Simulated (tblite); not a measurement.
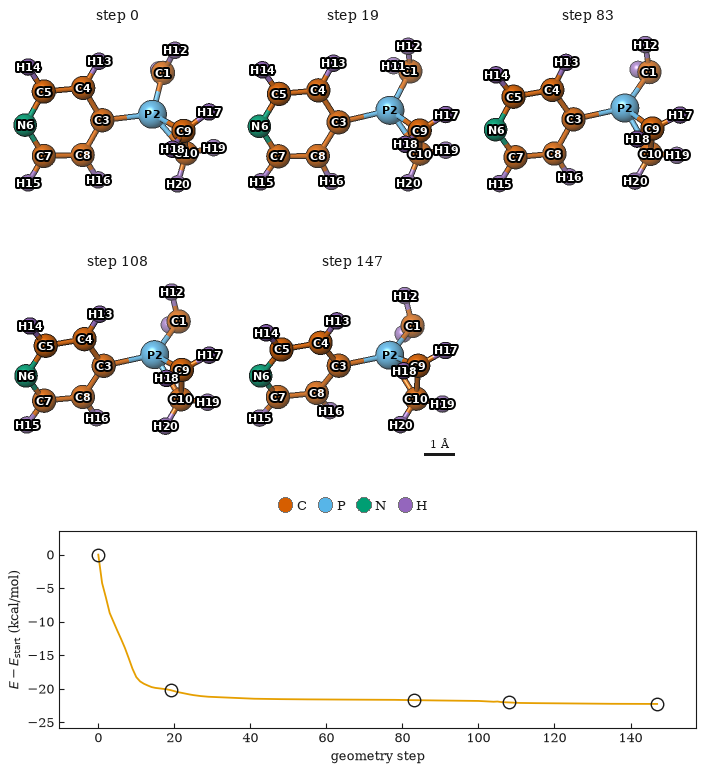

Frames of a relaxation of C8H10NP, marked on the history of the run. Style: ball-and-stick. Shown face on.

The calculation used GFN2-xTB geometry optimisation, gas phase in tblite 0.8.0. 

What happens along the run?

Answer. The largest move after the best rigid fit is that of H14, 1.04 Å. Largest moves by element: H 1.04 Å, C 0.78 Å, P 0.20 Å, N 0.17 Å. Some distances before and after: C1–P2 1.621 → 1.721 Å, P2–C3 1.774 → 1.859 Å, C10–H19 1.128 → 1.081 Å, C9–H17 1.113 → 1.081 Å. Bond angles that change, for instance: C1–P2–C3 113.9° → 136.8°, C3–P2–C10 123.1° → 104.4°, H11–C1–H12 124.5° → 109.1°. Groups turn about P2–C3 by about 40°. Over 147 geometry steps the energy falls by 22.3 kcal/mol. From step 0 to 19: C1 moves most (0.44 Å), energy −20.2 kcal/mol. From step 19 to 83: H11 moves most (0.40 Å), energy −1.50 kcal/mol. From step 83 to 108: H13 moves most (0.42 Å), energy −0.34 kcal/mol. From step 108 to 147: H atoms move most (0.41 Å), energy −0.22 kcal/mol.

```json
{"step": "0", "E − E(0), kcal/mol": "0.00"}
{"step": "1", "E − E(0), kcal/mol": "-4.23"}
{"step": "2", "E − E(0), kcal/mol": "-6.38"}
{"step": "3", "E − E(0), kcal/mol": "-8.70"}
{"step": "4", "E − E(0), kcal/mol": "-10.02"}
{"step": "5", "E − E(0), kcal/mol": "-11.33"}
{"step": "6", "E − E(0), kcal/mol": "-12.58"}
{"step": "7", "E − E(0), kcal/mol": "-13.90"}
{"step": "8", "E − E(0), kcal/mol": "-15.43"}
{"step": "9", "E − E(0), kcal/mol": "-17.01"}
{"step": "10", "E − E(0), kcal/mol": "-18.26"}
{"step": "17", "E − E(0), kcal/mol": "-20.00"}
{"step": "24", "E − E(0), kcal/mol": "-20.84"}
{"step": "32", "E − E(0), kcal/mol": "-21.26"}
{"step": "39", "E − E(0), kcal/mol": "-21.45"}
{"step": "46", "E − E(0), kcal/mol": "-21.53"}
{"step": "53", "E − E(0), kcal/mol": "-21.57"}
{"step": "60", "E − E(0), kcal/mol": "-21.60"}
{"step": "68", "E − E(0), kcal/mol": "-21.62"}
{"step": "75", "E − E(0), kcal/mol": "-21.63"}
{"step": "82", "E − E(0), kcal/mol": "-21.68"}
{"step": "89", "E − E(0), kcal/mol": "-21.74"}
{"step": "97", "E − E(0), kcal/mol": "-21.77"}
{"step": "104", "E − E(0), kcal/mol": "-21.93"}
{"step": "111", "E − E(0), kcal/mol": "-22.11"}
{"step": "118", "E − E(0), kcal/mol": "-22.16"}
{"step": "125", "E − E(0), kcal/mol": "-22.19"}
{"step": "133", "E − E(0), kcal/mol": "-22.23"}
{"step": "140", "E − E(0), kcal/mol": "-22.25"}
{"step": "147", "E − E(0), kcal/mol": "-22.26"}
```
